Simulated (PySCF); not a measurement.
# C₅H₄BrFO: magnetic properties

What do calculations give for the magnetic properties of C₅H₄BrFO (`C=C/C=C(\F)C(=O)Br`)?

Computed with PySCF 2.14.0 and routines of our own; the level stands in each step. Atoms count from 0.

## 1. The system as given

12 atoms, charge 0, multiplicity 1; geometry from: GFN2-xTB.

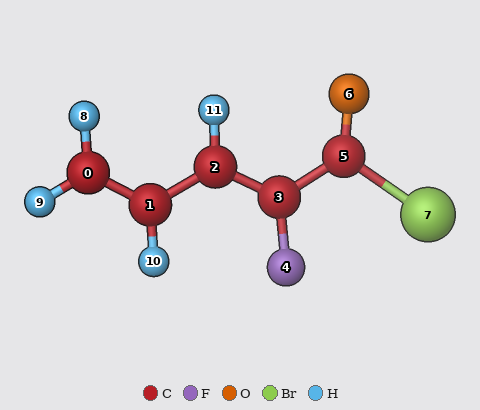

The starting geometry (carbon red, fluorine purple, oxygen orange, bromine green, hydrogen blue).

## 2. Magnetic properties: GIAO BHandHLYP/pcSseg-1

The job: settings as JSON, then the geometry in Å.

```
{"job": {"kind": "mag", "xc": "BHandHLYP", "basis": "pcSseg-1", "isotopologues": 2}, "charge": 0, "multiplicity": 1}
C     -2.462203     0.407732     0.184008
C     -1.357061    -0.317516     0.007866
C     -0.044496     0.259309     0.042767
C      1.097457    -0.437736    -0.128782
F      1.073281    -1.760201    -0.351128
C      2.404518     0.195453    -0.083109
O      2.639838     1.347301     0.099683
Br     3.872472    -1.066083    -0.362721
H     -2.416382     1.469456     0.362399
H     -3.440954    -0.037437     0.155467
H     -1.414834    -1.382358    -0.170504
H      0.049564     1.321395     0.218026
```

With the program's defaults for keys left out, this is: GIAO BHandHLYP/pcSseg-1 magnetisability, rotational g tensor and spin-rotation constants, non-relativistic, gas phase.

Command:

```
> OMP_NUM_THREADS=1 python excited_run.py task.json out
```

One launch serves the whole session: the jobs run in the order shown.

What it wrote:

```text
coarse grid: 53600 points
cycle   1  E = -2941.3974831505  dE =  3.115e-01  |g| = 1.094e+00  |ddm| = 3.392e+00
cycle   2  E = -2941.1042044148  dE =  2.933e-01  |g| = 1.628e+00  |ddm| = 1.983e+00
cycle   3  E = -2941.5825410951  dE = -4.783e-01  |g| = 2.039e-01  |ddm| = 1.427e+00
cycle   4  E = -2941.5887452681  dE = -6.204e-03  |g| = 9.250e-02  |ddm| = 2.458e-01
cycle   5  E = -2941.5902588550  dE = -1.514e-03  |g| = 2.269e-02  |ddm| = 9.594e-02
cycle   6  E = -2941.5903602901  dE = -1.014e-04  |g| = 6.203e-03  |ddm| = 2.347e-02
cycle   7  E = -2941.5903705464  dE = -1.026e-05  |g| = 2.713e-03  |ddm| = 9.798e-03
cycle   8  E = -2941.5903730462  dE = -2.500e-06  |g| = 8.484e-04  |ddm| = 4.055e-03
final grid: 113416 points
cycle   9  E = -2941.5903870442  dE = -1.544e-07  |g| = 8.424e-04  |ddm| = 2.323e-03
cycle  10  E = -2941.5903869647  dE =  7.950e-08  |g| = 1.112e-03  |ddm| = 1.654e-03
cycle  11  E = -2941.5903872250  dE = -2.602e-07  |g| = 1.036e-04  |ddm| = 1.045e-03
cycle  12  E = -2941.5903872282  dE = -3.217e-09  |g| = 6.280e-05  |ddm| = 1.306e-04
cycle  13  E = -2941.5903872298  dE = -1.618e-09  |g| = 3.305e-05  |ddm| = 1.703e-04
cycle  14  E = -2941.5903872300  dE = -2.374e-10  |g| = 3.864e-06  |ddm| = 3.442e-05
converged SCF energy = -2941.5903872300

Magnetisability tensor (1e-30 J/T^2)
    -1163.19       85.25        0.52
       85.25    -1018.64       69.70
        0.52       69.70    -1442.44
isotropic -1208.09   principal values   -1454.22  -1199.50   -970.55
isotropic susceptibility -72.753 1e-6 cm^3/mol

Inertial axes            a          b          c
rot. const./GHz      4.1841     0.6097     0.5321
chi total           -71.586    -59.097    -87.575
chi diamagnetic    -371.802  -1920.348  -2186.692
chi paramagnetic    300.216   1861.251   2099.117
quadrupole/D A       16.381    -10.125     -6.256
g nuclear            0.5191     0.5236     0.5231
g electronic        -0.5901    -0.5331    -0.5248
g total             -0.0711    -0.0095    -0.0017

Spin-rotation constants (kHz, H = +C I.J)
atom  isotope        aa         bb         cc
  4    19F        4.638      0.630      0.285
  7   79Br        4.111      1.950      1.349
  8     1H       -0.401      0.056     -0.065
  9     1H        0.114     -0.023     -0.061
 10     1H       -0.405      0.063     -0.060
 11     1H       -0.365      0.058     -0.067
  0    13C*       1.546      0.287      0.072
  1    13C*       1.522      0.297      0.061
  2    13C*       1.442      0.285      0.076
  3    13C*       1.416      0.284      0.128
  5    13C*       2.279      0.201      0.159
  6    17O*      -2.484     -0.574     -0.055
* in the singly substituted isotopologue

Isotopologues: g along a, b, c
2H    at 8,9,10,11         -0.0677    -0.0089    -0.0017
13C   at 0                 -0.0711    -0.0093    -0.0017
```

Wall time 29 s (1 thread of Arm Neoverse V2, shared host); peak memory 0.93 GiB.

Key values:

| quantity | value |
| --- | --- |
| magnetisability | -1208·10⁻³⁰ J/T² |
| molar susceptibility | -72.8·10⁻⁶ cm³/mol |
| rotational g (a, b, c) | -0.0711, -0.0095, -0.0017 |

## 3. Magnetic properties: GIAO HF/6-31G

Settings changed since step 2:

```diff
@@ -1,2 +1,2 @@
-{"job": {"kind": "mag", "xc": "BHandHLYP", "basis": "pcSseg-1", "isotopologues": 2}, "charge": 0, "multiplicity": 1}
+{"job": {"kind": "mag", "xc": "HF", "basis": "6-31G", "scf": {"aux": "def2-qzvpp-jkfit"}}, "charge": 0, "multiplicity": 1}
 C     -2.462203     0.407732     0.184008
```

Method: GIAO HF/6-31G magnetisability, rotational g tensor and spin-rotation constants, non-relativistic, gas phase.

What it wrote:

```text
final grid: 113416 points
cycle   1  E = -2937.5642761757  dE =  1.004e+00  |g| = 9.499e-01  |ddm| = 3.553e+00
cycle   2  E = -2937.6800613700  dE = -1.158e-01  |g| = 8.303e-01  |ddm| = 2.301e+00
cycle   3  E = -2937.8166722924  dE = -1.366e-01  |g| = 9.497e-02  |ddm| = 1.081e+00
cycle   4  E = -2937.8202883851  dE = -3.616e-03  |g| = 4.979e-02  |ddm| = 2.072e-01
cycle   5  E = -2937.8211986518  dE = -9.103e-04  |g| = 1.352e-02  |ddm| = 9.764e-02
cycle   6  E = -2937.8213614929  dE = -1.628e-04  |g| = 7.042e-03  |ddm| = 4.153e-02
cycle   7  E = -2937.8214084798  dE = -4.699e-05  |g| = 2.402e-03  |ddm| = 2.860e-02
cycle   8  E = -2937.8214135126  dE = -5.033e-06  |g| = 1.032e-03  |ddm| = 8.371e-03
cycle   9  E = -2937.8214142419  dE = -7.293e-07  |g| = 3.104e-04  |ddm| = 3.051e-03
cycle  10  E = -2937.8214143427  dE = -1.008e-07  |g| = 8.003e-05  |ddm| = 1.252e-03
cycle  11  E = -2937.8214143492  dE = -6.441e-09  |g| = 2.117e-05  |ddm| = 3.491e-04
cycle  12  E = -2937.8214143495  dE = -3.174e-10  |g| = 7.316e-06  |ddm| = 7.137e-05
converged SCF energy = -2937.8214143495

Magnetisability tensor (1e-30 J/T^2)
    -1199.03       91.13       -0.15
       91.13    -1046.88       76.68
       -0.15       76.68    -1512.60
isotropic -1252.83   principal values   -1525.58  -1238.05   -994.86
isotropic susceptibility -75.447 1e-6 cm^3/mol

Inertial axes            a          b          c
rot. const./GHz      4.1841     0.6097     0.5321
chi total           -73.851    -60.619    -91.873
chi diamagnetic    -373.911  -1919.691  -2188.015
chi paramagnetic    300.060   1859.073   2096.142
quadrupole/D A       18.391    -12.811     -5.580
g nuclear            0.5191     0.5236     0.5231
g electronic        -0.5898    -0.5325    -0.5240
g total             -0.0707    -0.0088    -0.0010

Spin-rotation constants (kHz, H = +C I.J)
atom  isotope        aa         bb         cc
  4    19F        3.347      0.450      0.199
  7   79Br        2.694      1.541      1.098
  8     1H       -0.425      0.052     -0.070
  9     1H        0.089     -0.025     -0.068
 10     1H       -0.425      0.058     -0.064
 11     1H       -0.386      0.052     -0.070
  0    13C*       1.370      0.267      0.051
  1    13C*       1.304      0.269      0.040
  2    13C*       1.311      0.267      0.054
  3    13C*       1.189      0.264      0.101
  5    13C*       2.208      0.181      0.123
  6    17O*      -2.648     -0.643     -0.032
* in the singly substituted isotopologue
```

It took 6.8 s on 1 thread of Arm Neoverse V2, shared host; peak memory 0.67 GiB.

In short:

| quantity | value |
| --- | --- |
| magnetisability | -1253·10⁻³⁰ J/T² |
| molar susceptibility | -75.4·10⁻⁶ cm³/mol |
| rotational g (a, b, c) | -0.0707, -0.0088, -0.0010 |

## 4. Magnetic properties side by side

```
                  level  ξ (10⁻³⁰ J/T²)     g(a)     g(b)  gap (eV)  functions   time
GIAO BHandHLYP/pcSseg-1           -1208  -0.0711  -0.0095      6.61        180   29 s
          GIAO HF/6-31G           -1253  -0.0707  -0.0088     10.51         98  6.8 s
```

## 5. What came out

| quantity | value |
| --- | --- |
| magnetisability (step 2, GIAO BHandHLYP/pcSseg-1) | -1208·10⁻³⁰ J/T² |
| molar susceptibility (step 2, GIAO BHandHLYP/pcSseg-1) | -72.8·10⁻⁶ cm³/mol |
| rotational g (a, b, c) (step 2, GIAO BHandHLYP/pcSseg-1) | -0.0711, -0.0095, -0.0017 |
| magnetisability over the levels | -1253 to -1208·10⁻³⁰ J/T² |

**Reading.** Steps that list no spin-orbit terms leave them out, which matters at and beside the heavy atoms. The magnetisability spreads by 3.6 % over 2 levels, from GIAO HF/6-31G (6.8 s) to GIAO BHandHLYP/pcSseg-1 (29 s); the runs took 6.8 s to 29 s. Two levels can agree by chance, so this spread shows no convergence. Vibrational averaging and real surroundings are missing from these values.
